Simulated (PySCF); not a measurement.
```xyz
18

Si    2.0743    0.8297   -0.3837
Si    1.7314   -1.2137    0.7186
Si   -0.2278   -2.1900   -0.1317
Si   -2.0680   -0.7979    0.3045
Si   -1.7203    1.2521   -0.7840
Si    0.2219    2.1589    0.1725
F     0.0405    2.0243    1.7995
H     3.3598    1.4738    0.0315
H     2.0890    0.6157   -1.8662
H     2.8999   -2.1310    0.5333
H     1.5555   -0.9386    2.1787
H    -0.0818   -2.3382   -1.6154
H    -0.4421   -3.5468    0.4642
H    -2.1602   -0.5428    1.7758
H    -3.3376   -1.4430   -0.1576
H    -2.8939    2.1673   -0.6259
H    -1.4737    1.0201   -2.2432
H     0.4151    3.6084   -0.1390
```

Geometry: PBE0-D3(BJ)/def2-SVP.

These are results of PySCF 2.14.0, PBE0/pcSseg-1, SCF density, gas phase, non-relativistic, not measurements.

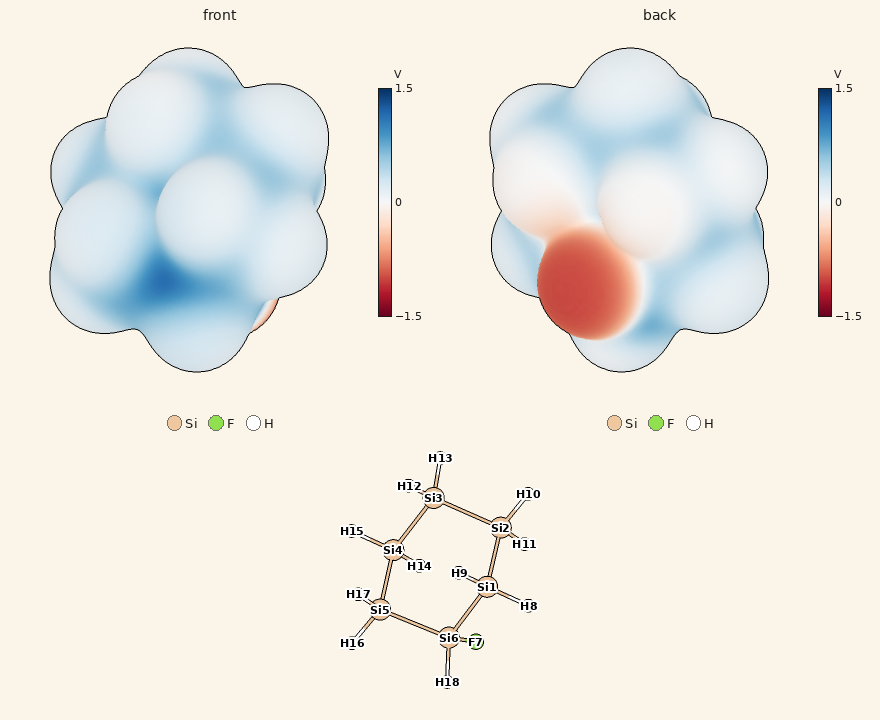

FH11Si6 (SMILES F[SiH]1[SiH2][SiH2][SiH2][SiH2][SiH2]1). The molecular electrostatic potential painted on the density surface at 0.001 e/bohr³, seen from the front and from behind; red is negative and blue positive. The bare structure is drawn below in the same view.

Question: Describe the electrostatic potential map.

Answer: The most negative region (about −1.0 V) lies over F7, the most positive (about +1.0 V) over Si6.

Question: What dipole moment does the calculation give?

Answer: Its dipole moment is 1.28 D.
